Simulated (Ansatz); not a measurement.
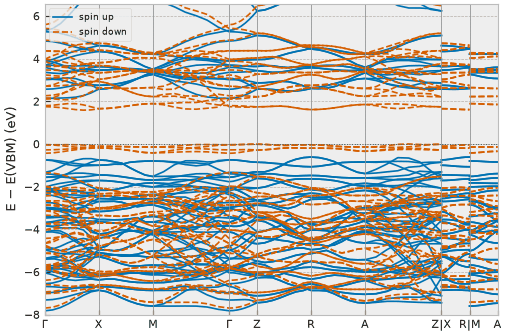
Figure: Band structure from DFT-r²SCAN in the program Ansatz with PAW potentials

Read off the gap and where the band edges lie.

About 1.6 eV (1.58 eV by a search for the band edges); maximum on the A–Z line, 54 % of the way from A, minimum on the Γ–X line, 75 % of the way from Γ.

Which compound is it?
A. CsZn4P3, P4/mmm (Cs on 1b, Zn on 4i, P on 2h, P on 1a)
B. PrClO, P4/nmm (Pr on 2c, O on 2a, Cl on 2c)
C. BaTiO3, P4mm (Ti on 1b, Ba on 1a, O on 1b, O on 2c)
D. Ta2CoO6, P4_2/mnm (Ta on 4e, Co on 2a, O on 4g, O on 8j)

D, Ta2CoO6, P4_2/mnm (Ta on 4e, Co on 2a, O on 4g, O on 8j)

The first step of the workflow began from a Materials Project structure, measured or hypothetical; the Crystallography Open Database files this formula in space group No. 136, but the cells were not matched. Its standing as an ambient phase is unchecked. The r²SCAN relaxation kept the symmetry of its start; its stability against distortions is not shown here. The final state is ferromagnetic, chosen from 2 collinear starts compared on coarse meshes (ties went to the first, and starts can fall back to one state), not a proven ground state. Other orbital occupations within this spin state were not tried. No Hubbard U is applied. Spin–orbit coupling is left out wherever it is not named.

Potentials: the later of the program's two PAW sets.
